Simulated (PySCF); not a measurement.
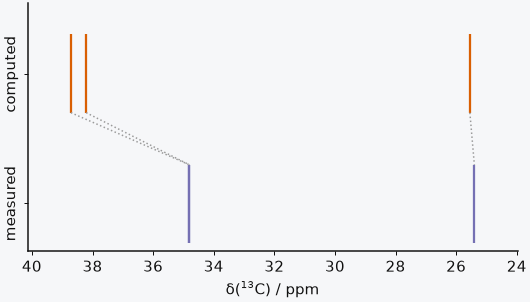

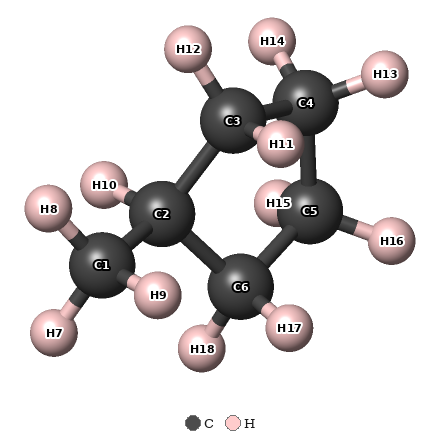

¹³C shifts of C₆H₁₂ (methylcyclopentane), SMILES CC1CCCC1 against TMS: GIAO CAM-B3LYP/pcSseg-1 (PySCF 2.14.0) for one gas-phase conformer (PBE0-D3(BJ)/def2-SVP, like atoms averaged) above, published measurements (solution) below; dotted lines join the same nuclei. Only nuclei with a measured value are shown, one named for each set of like atoms.

Is the order of the signals reproduced?

Yes, no dotted lines cross.

Assign the lines.

```
nucleus  computed  measured
     C2      38.7      34.8
     C3      38.2      34.8
     C4      25.5      25.4
```
